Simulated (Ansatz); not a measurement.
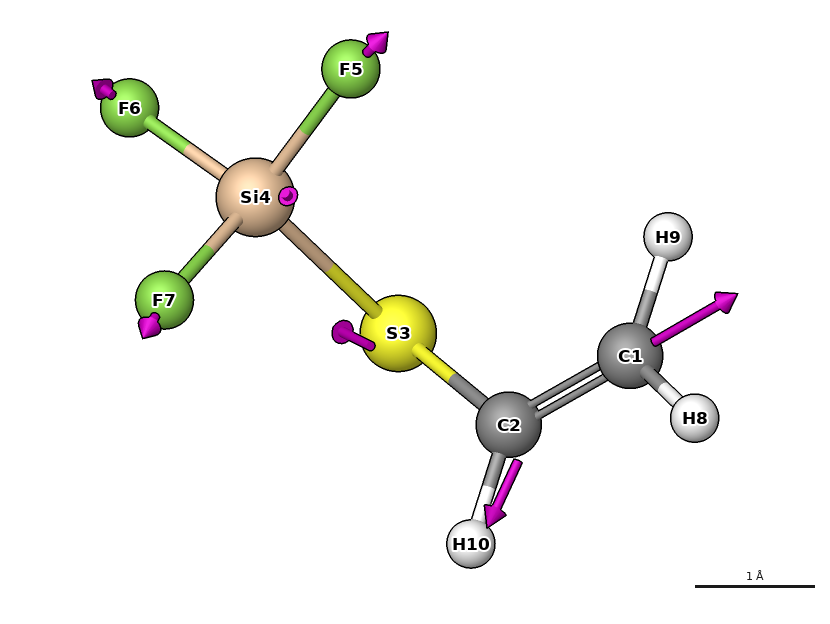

Arrows show the forces on the atoms, 4 Å of arrow for 1 eV/Å; forces under a tenth of the largest aren't drawn. Level of theory: r2SCAN-D4/def2-TZVPP (Ansatz 0.2.0).

On which atom is the force largest, and how large is it?

On C1: 0.23 eV/Å.

Which bond do the forces act along most?

C1–C2, now 1.323 Å: the forces push its atoms apart, so a first step downhill lengthens it.

List the force components in the frame of the picture (x right, y up, z towards the viewer), in eV/Å.

```csv
atom,Fx,Fy,Fz
C1,0.18,0.10,0.10
C2,−0.07,−0.14,0.04
S3,−0.08,0.04,−0.15
Si4,0.02,−0.02,−0.05
F5,0.05,0.05,0.05
F6,−0.05,0.03,−0.04
F7,−0.03,−0.05,0.06
H8,−0.01,0.00,−0.01
H9,−0.01,−0.02,0.01
H10,0.00,0.00,−0.01
```
